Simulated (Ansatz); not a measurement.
**C₂H₈AlGaO: basis-set convergence**

Aim: see how fast density functionals converge with the basis set for C₂H₈AlGaO.

Program: Ansatz 0.2.0, Gaussian basis. Level of theory: one geometry, several basis sets. These are calculated values, not measurements.

Levels to be run: PBE0-D4/def2-SVP; ωB97M-V/def2-SVP; PBE0-D4/def2-QZVPP; ωB97M-V/def2-QZVPP; the functionals' def2-TZVPP values are taken from earlier runs.

### 1 The geometry

All runs share one geometry, relaxed beforehand with PBE0-D4 in a triple-zeta def2 set.

SMILES `CO[CH2][AlH][GaH2]`, 13 atoms, charge 0, spin multiplicity 1.

Atoms are counted from 1 here; the program's logs count them from 0.

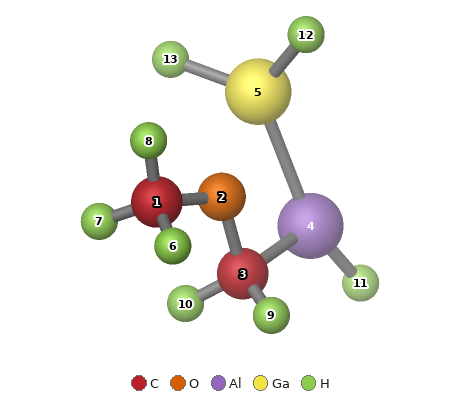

The geometry (carbon red, oxygen orange, aluminium purple, gallium yellow, hydrogen green); atoms are numbered from 1 in the order of the file.

As a file:

```xyz
13

C    -0.4817    0.5780    1.5886
O     0.1256    0.2335    0.3609
C     0.4106   -1.1759    0.1774
Al    0.7455   -1.1411   -1.8042
Ga   -0.0877    1.1940   -1.6291
H     0.1604    0.2789    2.4230
H    -1.4564    0.0878    1.6878
H    -0.6152    1.6597    1.6011
H     1.2132   -1.4674    0.8655
H    -0.4811   -1.7582    0.4537
H     1.2823   -2.4200   -2.5885
H     0.8331    2.4669   -1.4700
H    -1.6487    1.4638   -1.6662
```

### 2 PBE0-D4 in def2-SVP

File in.yaml:

```yaml
crystal:
  periodic: [false, false, false]
  atoms:
    - {symbol: C, position_ang: [-0.481696, 0.578045, 1.588608]}
    - {symbol: O, position_ang: [0.125622, 0.233503, 0.360870]}
    - {symbol: C, position_ang: [0.410612, -1.175915, 0.177429]}
    - {symbol: Al, position_ang: [0.745508, -1.141123, -1.804219]}
    - {symbol: Ga, position_ang: [-0.087656, 1.194031, -1.629092]}
    - {symbol: H, position_ang: [0.160427, 0.278892, 2.422957]}
    - {symbol: H, position_ang: [-1.456420, 0.087800, 1.687808]}
    - {symbol: H, position_ang: [-0.615156, 1.659724, 1.601122]}
    - {symbol: H, position_ang: [1.213214, -1.467409, 0.865524]}
    - {symbol: H, position_ang: [-0.481111, -1.758176, 0.453719]}
    - {symbol: H, position_ang: [1.282276, -2.420040, -2.588497]}
    - {symbol: H, position_ang: [0.833109, 2.466851, -1.469962]}
    - {symbol: H, position_ang: [-1.648737, 1.463816, -1.666237]}
basis:
  gaussian: {orbitals: def2-SVP}
hamiltonian: {xc: pbe0, dispersion: d4}
output: {orbitals: {seedname: orbitals}}
```

The run is started by

```
$ ansatz run in.yaml --threads 2 --pin off --events-out ev --progress --plain --max-ram 31744MiB --backend cpu
```

After this run come: ωB97M-V in def2-SVP; PBE0-D4 in def2-QZVPP; ωB97M-V in def2-QZVPP.

**Question.** What will the summary of the whole plan be? Wanted: PBE0-D4: double and triple zeta above quadruple; ωB97M-V: double and triple zeta above quadruple.

As calculated:

| quantity | value |
| --- | --- |
| PBE0-D4: double and triple zeta above quadruple | 15.39, 1.62 eV |
| ωB97M-V: double and triple zeta above quadruple | 15.52, 1.58 eV |

For PBE0-D4 the step from double to triple zeta gains 13.77 eV and the next only 1.62 eV. These are total energies; as a rule much of such shifts cancels in differences, which this series doesn't test.
